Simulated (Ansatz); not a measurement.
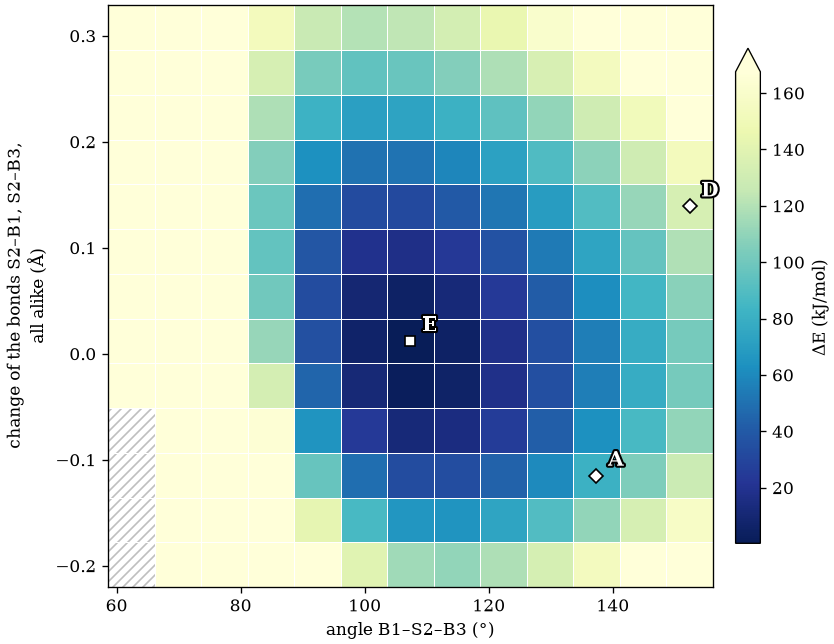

B₂ClH₃S, SMILES BSBCl. 
- First axis: angle B1–S2–B3. Second axis: change of the bonds S2–B1, S2–B3, all alike.
- Nothing is relaxed (all other coordinates rigid).
- Grid: 13 × 13 points. At 4 points there is no value (left out of the scan, as a rule where atoms come close).
- Points are written as (first, second).
- All energies are given in kJ/mol relative to the relaxed molecule at the same level.
- Level of theory: Ansatz, RKS PBE-D4/def2-TZVP.

In the figure: one coloured cell a grid point, one colour for all values above the top of the scale, hatched blanks where no value was computed, lettered points.

> Is E the lowest point of the computed grid?

Yes. E, at (107.4°, 0.012 Å), has the lowest energy of the grid.

> What kind of point is each of A, E: minimum, saddle, maximum or slope?

A: on a slope; E: minimum. (In these two coordinates alone; a stationary point may lie a little off the grid point.)
